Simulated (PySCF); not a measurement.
**Geometry relaxation of SiH₆Se (part 1 of 2)**

SiH₆Se, computed with RKS PBE0-D4/def2-TZVP, density fitting (PySCF 2.14.0).

The geometry is a transition state displaced along its imaginary mode. The reaction was set up to form Si1–Se7 and H2–H6 and to break Si1–H2 and H6–Se7 (atoms counted from 1 in the order of the input); sticks are drawn by distance alone.

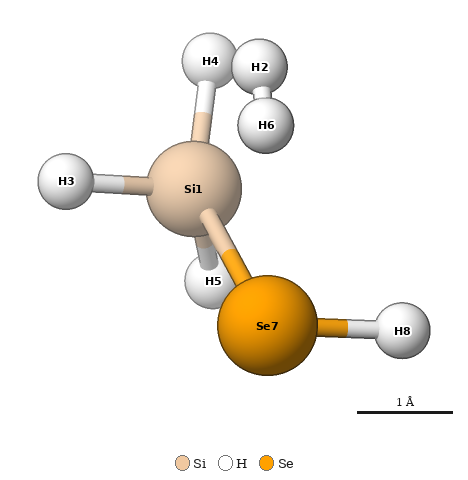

The input geometry (ball-and-stick view, seen at a tilt; atoms are numbered from 1 in the order of the input). Bond lengths as drawn: H–H 0.69 Å, H–Se 1.48 Å, H–Si 1.46 to 1.51 Å and Se–Si 2.50 Å.

### Summary

```tsv
quantity	value
outcome	converged
total energy	−73313.9135 eV
largest force (length of the vector) at the end	0.009 eV/Å
hardware	4 threads of Arm Neoverse V2, 23 GiB of memory available, shared host
wall time	2 min (CPU time 7.2 min)
peak memory	1.2 GiB
```

### The input
```python
import json, numpy as np
from pyscf import gto, scf, dft, mp, cc
EV, BOHR = 27.211386245988, 0.529177210903
mol = gto.M(atom="""
Si -0.122442 -0.119064 -0.746996
H -0.281826 -1.243475 0.847532
H 1.115312 -0.784772 -1.150099
H -1.170454 -1.180544 -0.979305
H -0.575331 1.017001 -1.596713
H 0.102033 -0.704576 1.051130
Se 1.076050 1.182856 1.015343
H -0.143343 1.832574 1.559208
""", basis="def2-tzvp", charge=0, spin=0, max_memory=8670, verbose=0)
def mean_field(mol, dm=None):
    mf = dft.RKS(mol, xc="pbe0").density_fit()
    mf.conv_tol = 1e-9; mf.grids.level = 4
    mf.kernel(dm0=dm)
    if not mf.converged: mf = mf.newton().run(mf.mo_coeff, mf.mo_occ)
    assert mf.converged
    return mf
def d4(mol):
    from pyscf.dispersion.dftd4 import DFTD4Dispersion
    real = gto.M(atom=[(mol.atom_pure_symbol(i), mol.atom_coord(i)) for i in range(8)], unit='B', charge=mol.charge, spin=None, basis='def2-svp', verbose=0)
    r = DFTD4Dispersion(real, xc="pbe0", atm=True).get_dispersion(grad=True); return r["energy"], r["gradient"]
def energy_and_gradient(mol, dm=None):
    mf = mean_field(mol, dm); e, g = d4(mol)
    return mf, (mf.e_tot + e) * EV, (mf.nuc_grad_method().kernel()[:8] + g) * EV / BOHR
out = {}
# rational-function steps on a BFGS-updated Hessian; the first Hessian (eV/A^2) comes from GFN2-xTB
H = np.load("h0.npy"); x = mol.atom_coords(unit="A").ravel(); dm = old = None; trust = 0.2; steps = []
for it in range(90):
    mol.set_geom_(x.reshape(-1, 3), unit="A"); mf, e, g = energy_and_gradient(mol, dm); g = g.ravel(); dm = mf.make_rdm1()
    print(f"relax step {it + 1}: E = {e:.6f} eV, largest force component {abs(g).max():.4f} eV/A", flush=True); steps.append([e, x.reshape(-1, 3).tolist(), (-g).reshape(-1, 3).tolist()])
    if abs(g).max() < 0.008: out['converged'] = True; break
    if old is not None:
        s, z = x - old[0], g - old[1]
        if s @ z > 1e-8: H = H + np.outer(z, z) / (s @ z) - np.outer(H @ s, H @ s) / (s @ H @ s)
        trust = max(0.03, trust / 2) if e > old[2] + 1e-4 else min(0.35, trust * 1.3)
    w, V = np.linalg.eigh(H); w = np.maximum(abs(w), 0.08); f = V.T @ g; M = np.diag(np.append(w, 0.0)); M[-1, :-1] = M[:-1, -1] = f
    dx = V @ (-f / (w - np.linalg.eigvalsh(M)[0])); big = np.linalg.norm(dx.reshape(-1, 3), axis=1).max(); dx *= min(1, trust / big)
    old = (x, g, e); x = x + dx
out.update(energy=e, forces=steps[-1][2], positions=steps[-1][1], steps=steps)
out['s2'] = mf.spin_square()[0]; out['nelec'] = mol.nelec
print(f"Total energy {out['energy']:.6f} eV, <S^2> {out['s2']:.4f}")
json.dump(out, open("out.json", "w"), default=float)
```

Launched with:
```bash
OMP_NUM_THREADS=4 python run.py
```

### What the program printed
```
relax step 1: E = -73312.069519 eV, largest force component 3.3042 eV/A
relax step 2: E = -73312.825509 eV, largest force component 1.9517 eV/A
relax step 3: E = -73313.482922 eV, largest force component 0.9734 eV/A
relax step 4: E = -73313.739855 eV, largest force component 1.1030 eV/A
relax step 5: E = -73313.803106 eV, largest force component 1.0860 eV/A
relax step 6: E = -73313.800434 eV, largest force component 0.9323 eV/A
relax step 7: E = -73313.883968 eV, largest force component 0.2199 eV/A
relax step 8: E = -73313.891970 eV, largest force component 0.2333 eV/A
relax step 9: E = -73313.899947 eV, largest force component 0.1583 eV/A
relax step 10: E = -73313.906969 eV, largest force component 0.1637 eV/A
relax step 11: E = -73313.910067 eV, largest force component 0.0911 eV/A
relax step 12: E = -73313.910880 eV, largest force component 0.0595 eV/A
relax step 13: E = -73313.911162 eV, largest force component 0.0204 eV/A
relax step 14: E = -73313.911282 eV, largest force component 0.0156 eV/A
relax step 15: E = -73313.911393 eV, largest force component 0.0135 eV/A
relax step 16: E = -73313.911577 eV, largest force component 0.0107 eV/A
relax step 17: E = -73313.911795 eV, largest force component 0.0202 eV/A
relax step 18: E = -73313.912114 eV, largest force component 0.0317 eV/A
relax step 19: E = -73313.912485 eV, largest force component 0.0782 eV/A
relax step 20: E = -73313.912877 eV, largest force component 0.0337 eV/A
relax step 21: E = -73313.913171 eV, largest force component 0.0640 eV/A
relax step 22: E = -73313.913251 eV, largest force component 0.0620 eV/A
relax step 23: E = -73313.913384 eV, largest force component 0.0235 eV/A
relax step 24: E = -73313.913418 eV, largest force component 0.0225 eV/A
relax step 25: E = -73313.913455 eV, largest force component 0.0071 eV/A
```

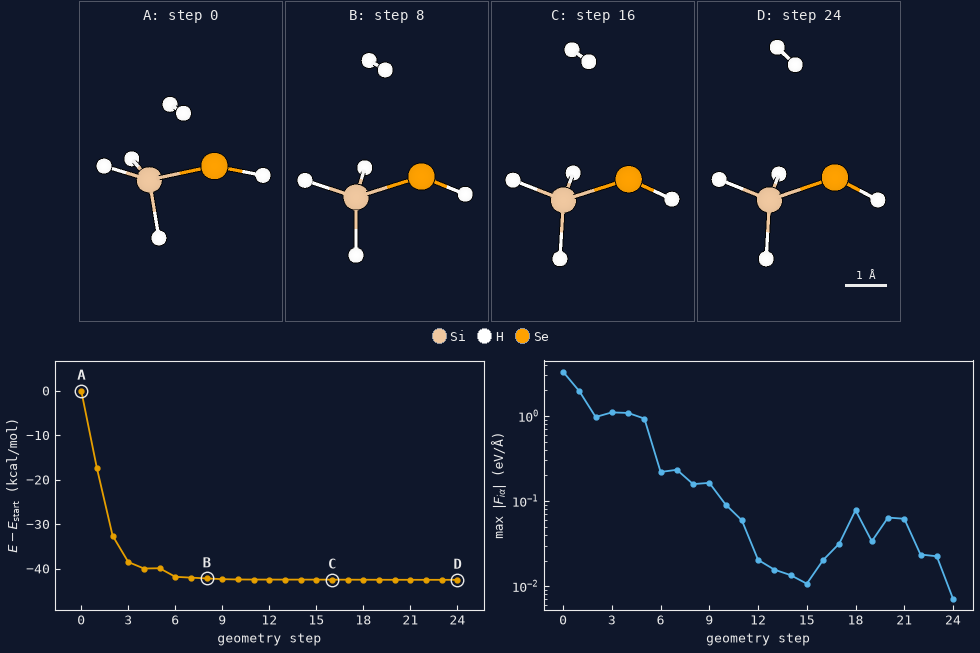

Frames of the relaxation (ball-and-stick view, seen at a tilt) above the curves, on which the letters mark them (the first geometry is step 0 here and step 1 in the log).

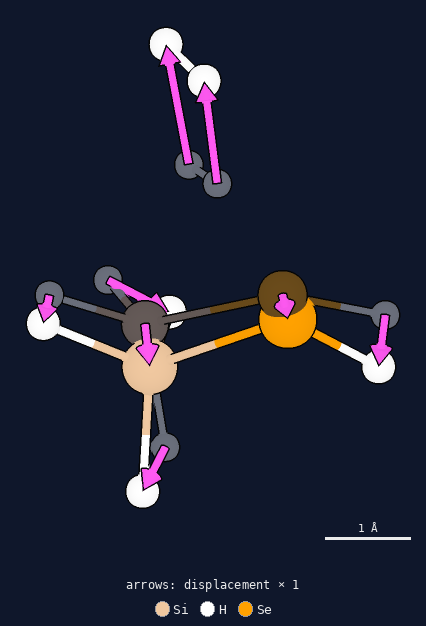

Start (faint) and end (solid) with the displacements as pink arrows, at true length (ball-and-stick view, seen at a tilt). The two geometries are laid on each other by the best rigid fit. The largest move after the best rigid fit is that of H2, 1.45 Å. By element the largest moves are H 1.45 Å, Si 0.54 Å, Se 0.35 Å. Among the contacts that change: Si1–Se7 2.497 → 2.281 Å, H2–H6 0.692 → 0.748 Å, Si1–H4 1.510 → 1.484 Å, Si1–H3 1.462 → 1.483 Å. Among the angles that change: H4–Si1–Se7 143.9° → 111.3°, H3–Si1–Se7 91.5° → 104.7°, H5–Si1–Se7 98.7° → 111.4°. Over 24 geometry steps the energy falls by 42.5 kcal/mol. The largest force component goes from 3.3 to 0.0071 eV/Å. (Atoms are counted from 1 in the order of the input.)

```
Total energy -73313.913455 eV, <S^2> 0.0000
```

### Trajectory as extended XYZ (Å, eV, eV/Å), 25 frames, from step=1 to step=25
```
8
Properties=species:S:1:pos:R:3:forces:R:3 step=1 energy=-73312.06952
Si   -0.1224   -0.1191   -0.7470    0.4675   1.1065  -0.3438
H    -0.2818   -1.2435    0.8475   -1.9035  -3.3042  -0.5222
H     1.1153   -0.7848   -1.1501    0.3088  -0.1250  -0.2733
H    -1.1705   -1.1805   -0.9793   -0.0472   0.4800   0.5453
H    -0.5753    1.0170   -1.5967    0.1380  -0.0323  -0.1690
H     0.1020   -0.7046    1.0511    1.4904   1.4402   1.5551
Se    1.0760    1.1829    1.0153   -0.7322   0.5428  -0.6971
H    -0.1433    1.8326    1.5592    0.2782  -0.1075  -0.0946
8
Properties=species:S:1:pos:R:3:forces:R:3 step=2 energy=-73312.82551
Si   -0.0498    0.0095   -0.7421   -0.5928  -0.1047  -1.7316
H    -0.3133   -1.4210    0.9342   -0.9773  -1.9517  -0.1353
H     1.1399   -0.7492   -1.2065    0.0756   0.1449  -0.1255
H    -1.1318   -1.0458   -0.8399    0.0800   0.5926   0.4777
H    -0.5460    1.0518   -1.6871    0.2378  -0.0440  -0.1541
H     0.0723   -0.8670    1.1527    0.9011   0.5398   1.2250
Se    0.9905    1.1852    0.8689    0.2509   0.8800   0.6214
H    -0.1618    1.8365    1.5200    0.0239  -0.0563  -0.1772
8
Properties=species:S:1:pos:R:3:forces:R:3 step=3 energy=-73313.48292
Si   -0.0313    0.0945   -0.8824   -0.1592  -0.1921   0.0446
H    -0.3097   -1.6618    1.0320    0.4744   0.3329   0.5409
H     1.1677   -0.7140   -1.2958   -0.3023   0.2473  -0.0120
H    -1.1956   -0.8726   -0.6837    0.4842   0.6898   0.0076
H    -0.4345    1.1054   -1.8792    0.0314  -0.0060  -0.2427
H     0.1055   -1.0686    1.3126   -0.4281  -0.9734  -0.0185
Se    0.9188    1.2687    0.8746    0.6986  -0.3491  -0.4548
H    -0.2217    1.8492    1.5225   -0.7990   0.2504   0.1344
8
Properties=species:S:1:pos:R:3:forces:R:3 step=4 energy=-73313.73986
Si   -0.0005    0.2350   -0.9187   -0.1067  -0.4400  -1.1030
H    -0.2841   -1.8714    1.1695    0.0976  -0.0148   0.1883
H     1.1599   -0.5769   -1.4109   -0.2252   0.0693   0.0679
H    -1.1372   -0.6632   -0.5856   -0.0015   0.1681  -0.0828
H    -0.3737    1.1824   -2.0159   -0.0568  -0.0899   0.2262
H     0.1054   -1.2953    1.4608   -0.1070  -0.3060   0.0127
Se    0.8978    1.2226    0.8473   -0.1666   0.8876   1.0965
H    -0.3686    1.7669    1.4530    0.5661  -0.2733  -0.4057
8
Properties=species:S:1:pos:R:3:forces:R:3 step=5 energy=-73313.80311
Si    0.0522    0.2973   -0.9543    1.0860   0.5007   0.3754
H    -0.3095   -2.0537    1.1616    0.0336  -0.0594   0.0890
H     1.2067   -0.4782   -1.4579    0.0378  -0.0131  -0.1029
H    -1.0455   -0.5663   -0.6934   -0.9733  -0.7797   0.2533
H    -0.3923    1.2925   -1.9253    0.0014   0.4156  -0.2721
H     0.0629   -1.4880    1.4841   -0.0570  -0.1319  -0.0043
Se    0.8671    1.1975    1.0093   -0.4588   0.2112  -0.2546
H    -0.4421    1.8005    1.3748    0.3299  -0.1430  -0.0839
8
Properties=species:S:1:pos:R:3:forces:R:3 step=6 energy=-73313.80043
Si    0.0255    0.2976   -0.9747   -0.8108  -0.6176   0.9277
H    -0.2335   -2.1061    1.2904   -0.3485  -0.5890  -0.1909
H     1.0967   -0.5449   -1.5624   -0.0943  -0.0012   0.0011
H    -1.1981   -0.5333   -0.4848    0.9323   0.4971  -0.5074
H    -0.4807    1.2868   -1.9365    0.0440   0.2140  -0.1934
H     0.1572   -1.5443    1.5436    0.3534   0.4756   0.2637
Se    0.9507    1.2720    0.9006    0.4554  -0.2752  -0.5117
H    -0.3189    1.8753    1.2221   -0.5316   0.2968   0.2118
8
Properties=species:S:1:pos:R:3:forces:R:3 step=7 energy=-73313.88397
Si    0.0138    0.2800   -0.9354   -0.1354   0.0791  -0.1934
H    -0.2179   -2.1285    1.2805   -0.0395  -0.1490   0.0007
H     1.1244   -0.5190   -1.4995    0.0511  -0.0408   0.0153
H    -1.1196   -0.6071   -0.5699    0.0123   0.0542  -0.0440
H    -0.4414    1.2738   -1.9501    0.0231  -0.0716   0.0975
H     0.1563   -1.5439    1.5499    0.0480   0.0449   0.0718
Se    0.8790    1.3110    0.8977    0.2199  -0.0189  -0.0095
H    -0.3968    1.9388    1.2273   -0.1803   0.1029   0.0618
8
Properties=species:S:1:pos:R:3:forces:R:3 step=8 energy=-73313.89197
Si    0.0077    0.3045   -0.9449    0.0886  -0.0692   0.0061
H    -0.2166   -2.1910    1.2858    0.0314  -0.0241   0.0431
H     1.1067   -0.5205   -1.5126   -0.0501   0.0551   0.0192
H    -1.1378   -0.5605   -0.5853   -0.0553  -0.0235  -0.0070
H    -0.4432    1.3179   -1.9231    0.0020   0.0591  -0.0821
H     0.1620   -1.6070    1.5609   -0.0279  -0.0542   0.0058
Se    0.8960    1.2987    0.9038   -0.2226   0.1559   0.0393
H    -0.3860    1.9713    1.2171    0.2333  -0.0984  -0.0238
```
